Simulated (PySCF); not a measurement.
```xyz
17

O     1.9853   -0.4192   -1.2976
C     1.8382   -0.3863   -0.1054
O     2.8336   -0.6035    0.7558
C     0.5336   -0.1041    0.5950
C    -0.0181    1.2699    0.1672
O    -1.3110    1.4690    0.6897
C    -2.1849    0.4606    0.2821
O    -1.7866   -0.8073    0.7081
C    -0.5230   -1.1508    0.1890
H     3.6635   -0.7880    0.2858
H     0.6780   -0.1251    1.6773
H    -0.0365    1.3173   -0.9329
H     0.5952    2.0835    0.5575
H    -2.2801    0.4721   -0.8243
H    -3.1491    0.6659    0.7505
H    -0.2836   -2.1345    0.5960
H    -0.5617   -1.2075   -0.9102
```

Geometry: GFN2-xTB.

Level of theory: PySCF, PBE0/pcSseg-1, SCF density, gas phase, non-relativistic.

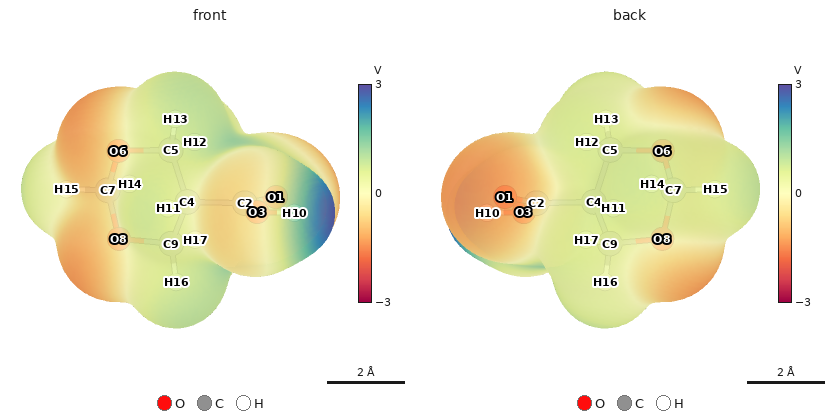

C₅H₈O₄ (SMILES O=C(O)C1COCOC1). The electrostatic potential painted on the density surface at 0.002 e/bohr³, seen from the front and from behind; the colour scale runs from red (negative) to blue (positive).

Question: Which sites attract a positive test charge, and which a negative one?

Answer: A positive charge is drawn to the negative regions and a negative charge to the positive ones. The most negative region (about −1.4 V) lies over O1, the most positive (about +2.8 V) over H10. O1 is the likeliest acceptor of a hydrogen bond.

Question: How polar is the molecule by this calculation?

Answer: Its dipole moment is 1.34 D.
